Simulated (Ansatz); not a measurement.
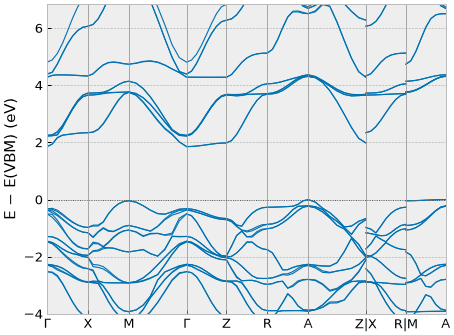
Fig. 1. Band structure from plane-wave PAW PBEsol with spin–orbit coupling (Ansatz code)

Problem. Read off the gap and where the band edges lie.

Solution. About 1.9 eV (1.85 eV by a search for the band edges); maximum at A, minimum at Γ.

The material is BaTiO3 in space group P4mm (No. 99; Ba on 1b, Ti on 1a, O on 2c, O on 1a).

The PBEsol relaxation kept the symmetry of its start. The run is not spin-polarised.

Potentials: the earlier of the program's two PAW sets. The files were generated under PBE; for other functionals the program regenerates the frozen cores, and for LDA and PBEsol the local potential too.
